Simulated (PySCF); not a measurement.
```xyz
21

C     1.398    0.798    0.848
C     0.722   -0.438    0.272
C     1.706   -1.369   -0.410
O    -0.241   -0.075   -0.694
C    -1.519    0.268   -0.202
C    -2.144    1.213   -1.210
C    -2.362   -0.979    0.022
H     0.670    1.461    1.339
H     2.158    0.523    1.596
H     1.888    1.366    0.043
H     0.229   -0.991    1.097
H     1.187   -2.260   -0.792
H     2.497   -1.689    0.283
H     2.175   -0.857   -1.264
H    -1.414    0.805    0.762
H    -3.150    1.524   -0.893
H    -2.224    0.717   -2.190
H    -1.518    2.109   -1.333
H    -1.886   -1.660    0.744
H    -2.485   -1.523   -0.927
H    -3.359   -0.722    0.410
```

### Where will the first 7 clear peaks of this molecule's radial distribution curve from gas electron diffraction lie, and which pairs make them?

Peak 1, 1.10 Å: C–H 1.10–1.11 Å (×14)
Peak 2, 1.48 Å: O–C 1.41 Å (×2), C–C 1.52 Å (×4), not resolved
Peak 3, 2.41 Å: C···H 2.17–2.52 Å (×8), O···C 2.35–2.41 Å (×4), C···C 2.40–2.52 Å (×3), O···H 2.60–2.61 Å (×4), not resolved; in its flanks O···H 2.07–2.71 Å, C···H 2.14–2.93 Å
Peak 4, 3.16 Å: H···H 3.06–3.18 Å (×8), C···C 3.14–3.15 Å (×2), O···H 3.33 Å (×2), not resolved
Peak 5, 3.61 Å: O···H 3.37 Å (×2), H···H 3.43–3.80 Å (×16), C···H 3.48–3.86 Å (×11), C···C 3.62 Å (×2), not resolved
Peak 6, 4.12 Å: C···H 3.87–4.23 Å (×11), C···C 4.11–4.24 Å (×3), not resolved
Peak 7, 4.76 Å: C···H 4.49–5.02 Å (×14), H···H 4.60–4.96 Å (×15), C···C 4.70 Å, not resolved

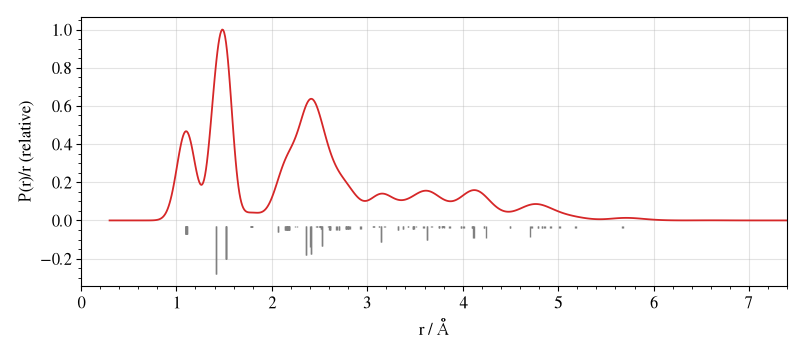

Simulated gas electron diffraction: radial distribution curve of C₆H₁₄O. Each pair of atoms contributes with weight ZᵢZⱼ/r (bars below the curve); damping constant 0.0015 Å²; vibrational amplitudes assumed, not computed: 0.05 Å for bonds, 0.078 Å for bonds to H, 0.06 + 0.015 r up to 0.15 Å for other pairs. The geometry is the end point of an optimisation (PBE0-D3(BJ)/def2-SVP geometry optimisation, gas phase in PySCF 2.14.0, density-fitted response routines); it may be a saddle point or a higher isomer.
